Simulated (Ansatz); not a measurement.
# (BP)3(GaN)1 [001] superlattice, started as zinc blende: from the cell to its phonons, part 2 of 2

Aim: the vibrations of (BP)3(GaN)1 [001] superlattice, started as zinc blende, their spectra, and whether the structure is stable.

Ansatz 0.2.0; DFT LDA, scalar-relativistic, plane waves, PAW.

So far. Step 4 (Tight relaxation): The largest force component left is 0.44 meV/Å and the pressure is 0.001 GPa, within the tolerances set. The cell now holds 11.39 Å³/atom. The relaxed cell has a, b, c = 3.132, 3.195, 9.106 Å (conventional setting).

The structure was built from a prototype and need not be the compound's stable phase.

## (5) Zone-centre response

The zone centre is the only wavevector solved here; it holds the modes that light can see, as far as symmetry allows. No field response is asked, since the mesh shows no gap.

Contents of input.yaml:

```yaml
crystal:
  lattice:
    - [2.2590400244, 2.2590400244, 0.0]
    - [-2.2145071592, 2.2145071592, 0.0]
    - [0.0, 0.0, 9.1062624344]
  atoms:
    - { symbol: B, position: [0.0, 0.0, -0.0051625517] }
    - { symbol: B, position: [0.5, 0.5, 0.2403853969] }
    - { symbol: B, position: [0.0, 0.0, 0.4878969646] }
    - { symbol: Ga, position: [0.5, 0.5, 0.7853403341] }
    - { symbol: "N", position: [0.0, 0.5, 0.9059349428] }
    - { symbol: P, position: [0.5, 0.0, 0.1167798499] }
    - { symbol: P, position: [0.0, 0.5, 0.3624645512] }
    - { symbol: P, position: [0.5, 0.0, 0.6063605122] }
kpoints:
  mp_grid: { grid: [12, 12, 4] }
hamiltonian:
  xc: lda
scf:
  occupations: { method: methfessel_paxton, width: 0.2 }
output:
  eigenvalues: true
phonons:
  method: dfpt
```

Run with:

```console
$ ansatz run input.yaml --threads 8 --pin off --max-ram 14336MiB --backend cpu --events-out ev --progress --plain --runs-dir out
```

Numbers of over 12 decimals in the logs are rounded to 6 here.

The program printed:

```text
zone centre: on kpoints.mp_grid the ground state, and the responses unless they are solved on pairs of k-points, stand on 222 of the mesh's 576 k-points, reduced under 2 symmetry operations, with k and −k counted as one. Each operation leaves every solved displacement unchanged or reverses it
[...]
Crystal: 8 atoms, lattice volume = 91.111 Å³
Basis set: ecut = 420 eV, 1799 PW (Γ), exchange–correlation on 48×48×128 points (8 copies of the dense FFT grid, shifted against one another)
Bands: 29, of which v1, the nominal top of the filled ones, is band 21 counted from 1 (20 counted from 0)
Symmetry: 4 space group operations
k-points: 222 of 576 (irreducible under 2 space group operations, time reversal used)
[...]
SCF iter   1: F=—  HF=-6710.280907 eV  |F-HF|=—  |Δ(HF+E_count)|=         —  Δρ=8.87e-3  dr2=8.80e-2  ethr=1.77e-3  ⟨swp⟩=6.5  Hψ=33026  notcnv=0
[...]
SCF iter  13: F=-6710.261254 eV  HF=-6710.261254 eV  |F-HF|=1.82e-12  |Δ(HF+E_count)|=  3.64e-12  S|Δr|=    0.00e0  Δρ=3.88e-8  dr2=2.71e-12  ethr=1.00e-12  ⟨swp⟩=11.9  Hψ=34228  notcnv=0
SCF 1 converged in 13 iterations: F = -6710.261254 eV  dr2 = 2.71e-12
[...]
DFPT response loops at Γ: preconditioner auto → Kerker (q_TF=auto, 2.398 Å⁻¹) (partly filled bands, converged f_vac=0.000); β = 1.00, the filter's whole step (`scf.mixing.beta` (0.50) is not read by the response loops under this deck's `scf.mixing.preconditioner`; to damp them name `kerker` or `kerker_dos`, under which they read `scf.mixing.beta`, and type it under 1.00, their step now; both keys bind the ground state too); Broyden in place of MSR1
SCF converged after 13 iterations
[...]
Free energy (F): -6710.261254 eV
[...]
Internal energy: -6710.258067 eV  (E = F + TS)
E sigma→0 (E₀):  -6710.260457 eV
Entropy (-TS):   -0.003188 eV (-0.398 meV/atom)
Fermi energy:    11.010142 eV
[...]
--- Band table (eV; the first three rows and the last of 222) ---
  k-point 0: bands = [... 17 lower, 8.0052, 9.1625, 9.6859, 10.4717, 11.1890, 11.5530, 11.6762, 12.5334, ... 4 higher]
  k-point 1: bands = [... 17 lower, 8.0945, 8.8074, 9.4964, 10.5370, 11.0265, 11.5055, 11.7528, 12.5599, ... 4 higher]
  k-point 2: bands = [... 17 lower, 8.1106, 8.1854, 9.2801, 10.5878, 10.8733, 11.4559, 11.8425, 12.6185, ... 4 higher]
  k-point 221: bands = [... 17 lower, 4.9224, 4.9767, 5.1778, 5.3945, 12.1235, 12.2549, 12.3920, 12.8209, ... 4 higher]
--- Phonons (Γ-DFPT): 16 representative perturbations + reference, on 222 of 576 k-points (Σ response iterations 52) ---
  k mesh reduced under 2 symmetry operations, with k and −k counted as one. Each operation leaves every solved displacement unchanged or reverses it
  ASR residual: 7.302e-5 → 0.000e0 eV/Å²; symmetrization residual: 8.494e-7 eV/Å²
  ASR residual per site (eV/Å²): 1.78e-5 8.44e-6 1.75e-5 1.31e-5 7.30e-5 2.45e-5 1.20e-5 1.43e-5
  Γ frequencies (cm⁻¹): -207.01 0.00 0.00 0.00 133.67 158.88 229.39 238.47 261.42 288.25 345.72 352.52 370.19 489.04 590.98 597.73 733.58 741.60 789.73 792.82 797.78 807.16 820.54 831.25
  non-analytic LO–TO correction: not included (Born effective charges unavailable; polar crystals: no LO–TO splitting at Γ)
```

Run time: 2.1 min. Hardware: 8 threads of Intel Xeon Platinum 8259CL at 2.50GHz (Skylake/Cascade Lake), shared host; peak memory 2.4 GiB.

Numbers from this step:

* sum-rule residual before enforcement: 7.30e-5 eV/Å²
* point group: mm2
* highest optical mode at the zone centre (no LO-TO term): 831.2 cm⁻¹
* lowest optical zone-centre mode: -207.0 cm⁻¹

Patterns of degenerate modes are one choice out of their space. Modes at Γ, with each element's share of the kinetic energy (negative means imaginary):

| mode | frequency (cm⁻¹) | symmetry | B % | Ga % | N % | P % |
| --- | --- | --- | --- | --- | --- | --- |
| 1 | -207.0 | B1 | 63 | 1 | 36 | 0 |
| 2 | 0.0 | acoustic | 16 | 33 | 7 | 44 |
| 3 | 0.0 | acoustic | 16 | 33 | 7 | 44 |
| 4 | 0.0 | acoustic | 16 | 33 | 7 | 44 |
| 5 | 133.7 | B1 | 11 | 40 | 7 | 42 |
| 6 | 158.9 | B2 | 12 | 48 | 4 | 36 |
| 7 | 229.4 | B2 | 20 | 7 | 0 | 73 |
| 8 | 238.5 | B1 | 22 | 1 | 15 | 61 |
| 9 | 261.4 | A1 | 10 | 54 | 0 | 36 |
| 10 | 288.2 | B2 | 20 | 3 | 0 | 77 |
| 11 | 345.7 | B1 | 27 | 6 | 19 | 48 |
| 12 | 352.5 | A1 | 20 | 0 | 7 | 73 |
| 13 | 370.2 | B1 | 11 | 20 | 15 | 54 |
| 14 | 489.0 | A1 | 5 | 9 | 6 | 80 |
| 15 | 591.0 | A1 | 10 | 3 | 58 | 29 |
| 16 | 597.7 | B2 | 5 | 9 | 79 | 7 |
| 17 | 733.6 | B1 | 76 | 0 | 0 | 24 |
| 18 | 741.6 | B2 | 78 | 0 | 1 | 21 |
| 19 | 789.7 | A1 | 85 | 0 | 1 | 14 |
| 20 | 792.8 | B2 | 76 | 0 | 2 | 21 |
| 21 | 797.8 | B1 | 75 | 0 | 0 | 25 |
| 22 | 807.2 | A1 | 75 | 0 | 20 | 5 |
| 23 | 820.5 | A1 | 81 | 0 | 1 | 18 |
| 24 | 831.2 | B2 | 73 | 0 | 7 | 19 |

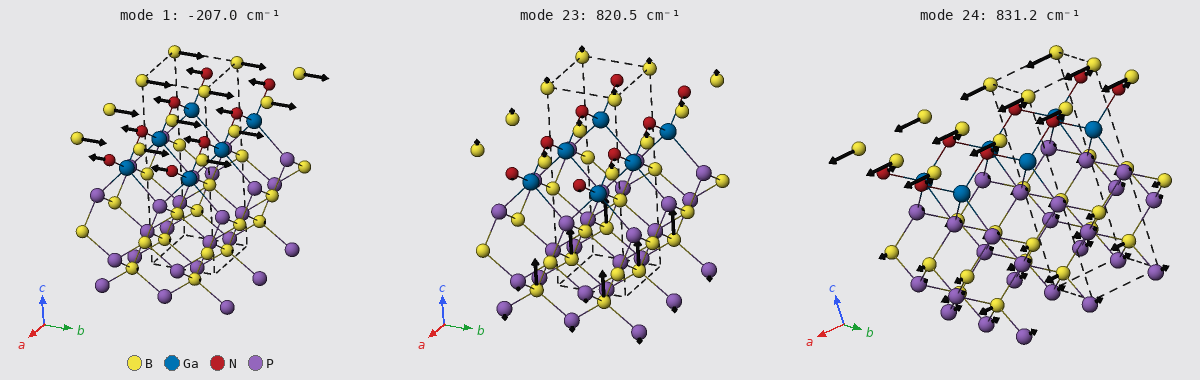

Displacement patterns of modes 1, 23 and 24 at Γ; arrows are exaggerated. Bonds to atoms that aren't drawn are left out. 3×2×1 cells are drawn. Some periodic images of atoms are drawn too.

Before it was imposed, the acoustic sum rule was missed by 7.3e-5 eV/Å². Small misses are needed for a sound result but don't prove that mesh and cutoff are converged. The lowest optical mode is imaginary, 207.0i cm⁻¹, so the energy falls along it.

## (6) Isotope substitution, element B, natural mass 10.81 amu

An isotope changes the mass and not the force constants, so no new electronic calculation is needed; the shifts show which modes move this element.

The same force constants with the mass of B changed from 10.810 to 10.013 u (phonopy, no LO-TO term). Both lists are sorted by frequency; levels can cross, so a row need not hold one and the same mode. Modes under 3 cm⁻¹ are left out. Isotope shifts, by row:

| q | rank | natural mass (cm⁻¹) | changed mass (cm⁻¹) |
| --- | --- | --- | --- |
| 0 0 0 | 1 | -207 | -212 |
| 0 0 0 | 5 | 133.7 | 134.2 |
| 0 0 0 | 6 | 158.9 | 159.6 |
| 0 0 0 | 7 | 229.4 | 231.1 |
| 0 0 0 | 8 | 238.5 | 240.5 |
| 0 0 0 | 9 | 261.4 | 262.4 |
| 0 0 0 | 10 | 288.2 | 290.4 |
| 0 0 0 | 11 | 345.7 | 349 |
| 0 0 0 | 12 | 352.5 | 355.1 |
| 0 0 0 | 13 | 370.2 | 372.1 |
| 0 0 0 | 14 | 489 | 489.9 |
| 0 0 0 | 15 | 591 | 593 |
| 0 0 0 | 16 | 597.7 | 598.8 |
| 0 0 0 | 17 | 733.6 | 755.4 |
| 0 0 0 | 18 | 741.6 | 764.5 |
| 0 0 0 | 19 | 789.7 | 815.9 |
| 0 0 0 | 20 | 792.8 | 816.6 |
| 0 0 0 | 21 | 797.8 | 821.4 |
| 0 0 0 | 22 | 807.2 | 830.9 |
| 0 0 0 | 23 | 820.5 | 846.9 |
| 0 0 0 | 24 | 831.2 | 855.3 |

A mode of this element alone would shift by +3.90 %. The highest zone-centre frequency without the field goes from 831.2 to 855.3 cm⁻¹ (+2.9 %).

## (7) Isotope substitution, element Ga, natural mass 69.723 amu

The same for Ga, from 69.72 to 70.92 u.

A mode of this element alone would shift by -0.85 %. The highest zone-centre frequency without the field goes from 831.2 to 831.2 cm⁻¹ (-0.0 %).

## (8) Isotope substitution, element N, natural mass 14.007 amu

The same for N, from 14.01 to 15.00 u.

A mode of this element alone would shift by -3.37 %. The highest zone-centre frequency without the field goes from 831.2 to 829.5 cm⁻¹ (-0.2 %).

## (9) What came out

```json
{
  "space group after relaxation (within 0.01 Å)": "Pmm2",
  "volume per atom": "11.4 Å³",
  "electronic character": "no gap on this mesh",
  "highest optical mode at the zone centre (no LO-TO term)": "831 cm⁻¹",
  "lowest optical zone-centre mode": "-207 cm⁻¹",
  "imaginary modes at Γ (the only wavevector solved)": "yes"
}
```

What this shows: A zone-centre mode is imaginary (207.0i cm⁻¹), so this structure is not a minimum of the energy. The optical modes at Γ span -207 to 831 cm⁻¹ (negative means imaginary). No dispersion was computed. The highest mode in this list at Γ, 831.2 cm⁻¹, is mostly motion of B (73 % of the kinetic energy). With no gap, or one that is small against the smearing, the frequencies hang on the k mesh and the smearing, most of all near Kohn anomalies. A semilocal functional can close a gap that the real compound would have, so the metallic treatment may be an artefact of the level. The starting cell was built on a prototype and not taken from a measurement, so the phase need not exist. These are harmonic frequencies at zero temperature: anharmonic shifts, linewidths and thermal expansion are left out.

[Logs are printed without paths, hosts, clocks, repeated set-up lines and the standing remarks that a program may print on its own settings, such as how far it seeks lower states.]

[Hosts, paths, dates, database ids (printed as entryN), source tags and the programs' standing remarks are cut or masked in the printed files.]
